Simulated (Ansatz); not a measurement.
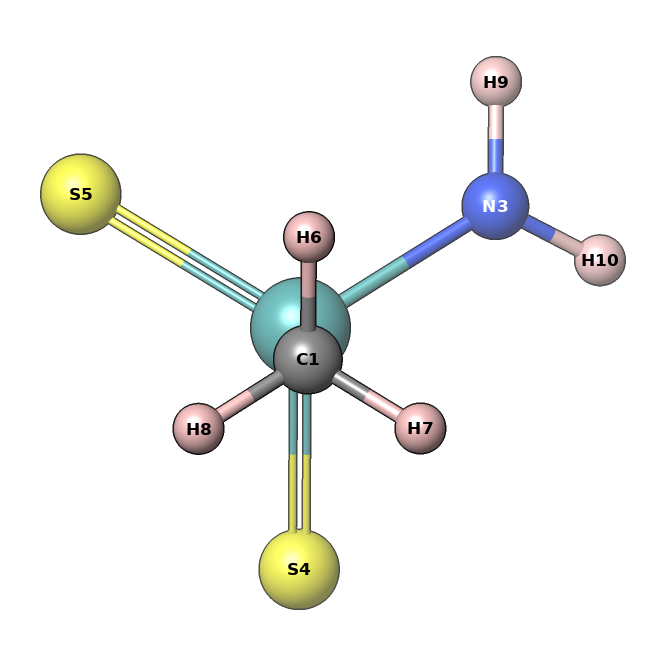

Mo2 lies behind C1. The molecule seen nearly along the C1–Mo2 bond, C1 in front. Distant atoms are faded towards the background colour. Charge 0, singlet. The computed structure is the end point of a PBE0-D4/def2-TZVP optimisation.

What is the torsion angle H6–C1–Mo2–S4? The sign is positive where the front bond must turn clockwise to cover the back bond.

180°, antiperiplanar (anti). The bonds about C1–Mo2 are staggered.
